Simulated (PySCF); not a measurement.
C$_{10}$H$_{26}$N$_{2}$Si

Input

```
{"job": {"kind": "uv", "xc": "PBE0", "basis": "def2-SVPD", "ip": false, "nstates": 10}, "charge": 0, "multiplicity": 1}
Si     0.507402    -0.413407     0.817146
C      0.626124    -0.715085     2.673808
H     -0.373150    -0.742433     3.136757
H      1.195295     0.090354     3.163892
H      1.137709    -1.664977     2.900277
C      2.263015    -0.377483     0.140434
H      2.718829    -1.369472     0.289529
H      2.893615     0.355162     0.667640
H      2.299368    -0.142900    -0.933745
N     -0.379731     1.020654     0.373638
C     -0.104294     2.450427     0.466354
C      1.197641     2.791113    -0.260022
C     -1.255896     3.185371    -0.222729
C     -0.009467     2.913771     1.927029
H     -1.376975     0.829683     0.421121
H      1.359221     3.879862    -0.271019
H      2.067217     2.333518     0.231904
H      1.163451     2.430348    -1.298727
H     -1.335188     2.871466    -1.274620
H     -1.109073     4.275614    -0.192594
H     -2.214108     2.962592     0.275440
H      0.829058     2.416607     2.438940
H     -0.932447     2.660454     2.471608
H      0.146982     4.002049     2.001172
N     -0.466542    -1.735689     0.238801
C     -0.693669    -2.244049    -1.111406
C      0.394812    -3.254510    -1.499047
C     -2.059502    -2.934822    -1.135727
C     -0.698121    -1.095330    -2.118572
H     -0.610120    -2.462925     0.933022
H      0.220360    -3.679527    -2.500621
H      1.384783    -2.773938    -1.497062
H      0.422016    -4.087144    -0.777804
H     -2.088414    -3.765535    -0.411256
H     -2.283236    -3.350749    -2.130371
H     -2.852291    -2.221553    -0.865093
H      0.271120    -0.575706    -2.142635
H     -1.463788    -0.349647    -1.864252
H     -0.899718    -1.480983    -3.129259
```

Run with:

```sh
OMP_NUM_THREADS=2 python probes_run.py task.json out
```

Geometry: PBE0-D3(BJ)/def2-SVP.

All numbers below come from PBE0/def2-SVPD, SCF density, gas phase (PySCF).

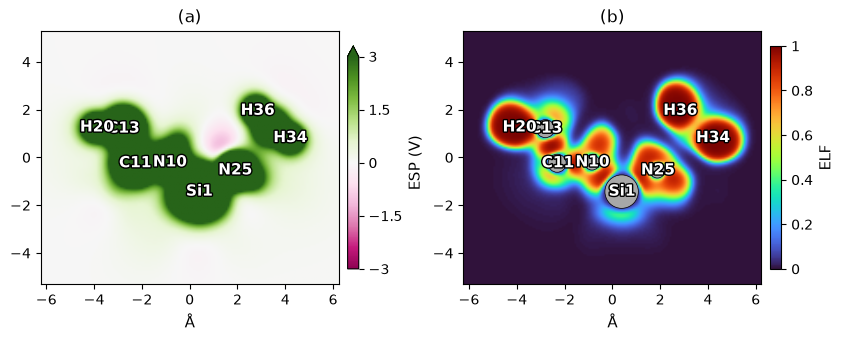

Figure 1. (a) electrostatic potential; (b) electron localisation function on the plane of atoms N10, C11 and C13. Grey discs cover the atomic cores in the ELF map.

Q: What does the map show?

A:
- The plane passes through Si, N, C and H nuclei.
- C–N (1.46 Å): the ELF peaks at about 0.95 between the atoms (a shared electron pair).
- C–C (1.53 Å): the ELF peaks at about 0.95 between the atoms (a shared electron pair).
- Si–N (1.74 Å): the ELF peaks at about 0.90 between the atoms (a shared but strongly polarised pair).
- C–H (1.10 Å): the ELF climbs to about 1 towards the hydrogen, as it does in any bond to H; an ordinary covalent bond to hydrogen.
- Outside the dense part of the molecule the potential is most negative (−1.1 V) near N25.

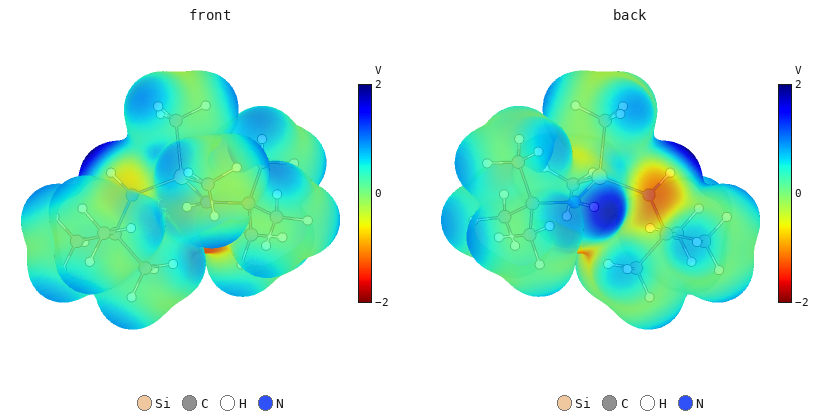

Figure 2. The molecular electrostatic potential painted on the density surface at 0.004 e/bohr³, seen from the front and from behind; red is negative and blue positive.

Q: Describe the electrostatic potential map.

A: The most negative region (about −1.2 V) lies over N10 and N25, the most positive (about +1.7 V) over H15 and H30.

Q: How polar is the molecule by this calculation?

A: Its dipole moment is 0.24 D.
